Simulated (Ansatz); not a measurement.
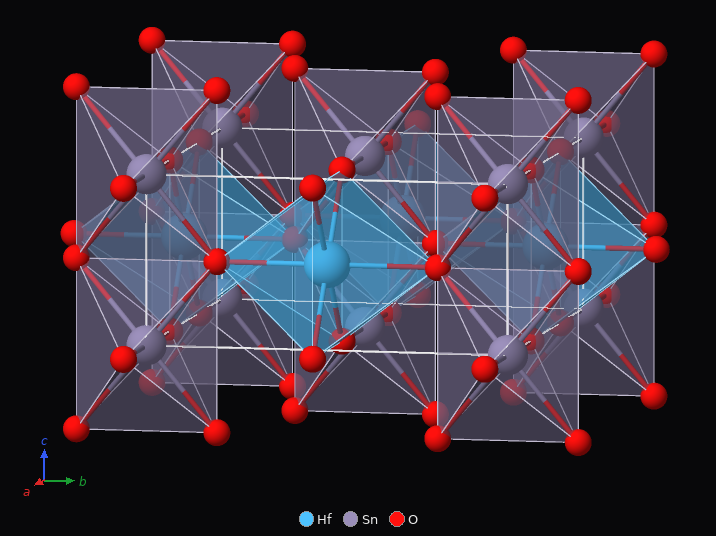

Structure drawing (polyhedral), viewed slightly off an axis. Atoms at the boundary of the conventional unit cell (the box) are drawn once for each face, edge or corner they touch. A few atoms beyond the faces are included.

HfSnO₄, space group Cmmm (No. 65), a = 6.858 Å, b = 6.910 Å, c = 3.228 Å, α = 90.00°, β = 90.00°, γ = 90.00°. The cell started as a structure type filled with these elements by a generator (whether the compound takes this form wasn't checked). Earlier steps of the study may have refined or changed the cell and positions. An electronic-structure calculation with Ansatz was run on it.

This one geometry was computed with Ansatz (DFT, plane waves, PAW) at three levels of theory: r2SCAN, PBEsol and PBE.

Q: Which level gives the highest pressure at this volume, and what does that say about its equilibrium volume?

A: Highest: PBE (0.0 GPa), which points to the largest equilibrium volume. Lowest, with the smallest volume: r2SCAN (-6.2 GPa) and PBEsol (-6.0 GPa). Levels within 0.5 GPa of each other can't be told apart.

Q: How does the band gap change with the level of theory?

A: PBEsol: a gap of 2.06 eV, direct; PBE: a gap of 2.16 eV, direct; r2SCAN: a gap of 2.78 eV, direct.

Q: Collect the results in a table.

A:
| level | cutoff (eV) | k-mesh of the run's cell | gap (eV) | pressure (GPa) |
| --- | --- | --- | --- | --- |
| r2SCAN | 500 | 6×6×8 | 2.78 | -6.2 |
| PBEsol | 420 | 6×6×8 | 2.06 | -6.0 |
| PBE | 420 | 6×6×8 | 2.16 | 0.0 |

Gaps are taken on the k-mesh or band path of each run.
